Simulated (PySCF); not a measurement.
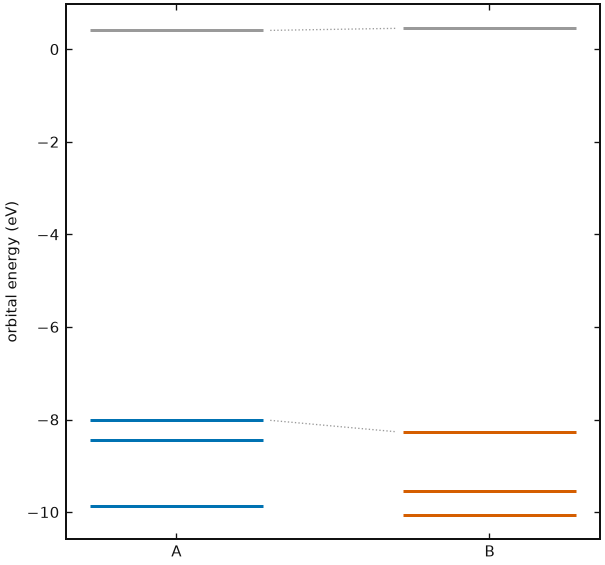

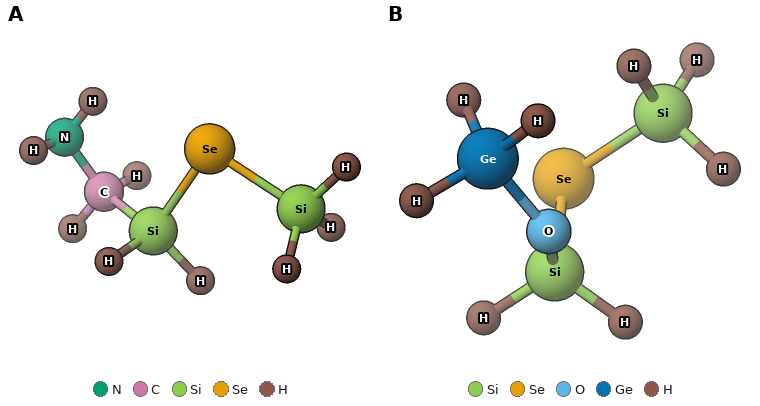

Related molecules: A is CH₉NSeSi₂, SMILES NC[SiH2][Se][SiH3]; B is GeSi₂H₈SeO, SMILES [SiH3][Se][SiH2][O][GeH3], singlet. Frontier orbital energies, CAM-B3LYP/def2-SVPD, PySCF 2.14.0, at a PBE0-D3(BJ)/def2-SVP geometry (no frequency check); drawn are at most three filled levels and, in grey, the LUMO with any level within 0.03 eV of it; dotted lines join the HOMOs and the LUMOs.

What does the change do to the frontier levels?

From A to B the HOMO falls by 0.25 eV and the LUMO hardly moves, so the separation goes from 8.42 to 8.71 eV.

Does the ΔSCF ionisation energy follow the HOMO?

A: −ε(HOMO) 8.02, ΔSCF 8.73 eV; B: −ε(HOMO) 8.26, ΔSCF 9.00 eV.

Caveats, for all or some of the runs: empty levels above zero depend strongly on the basis; one conformer of a flexible molecule; spin-orbit coupling is left out, and with Se it can shift these levels and split any degenerate set.
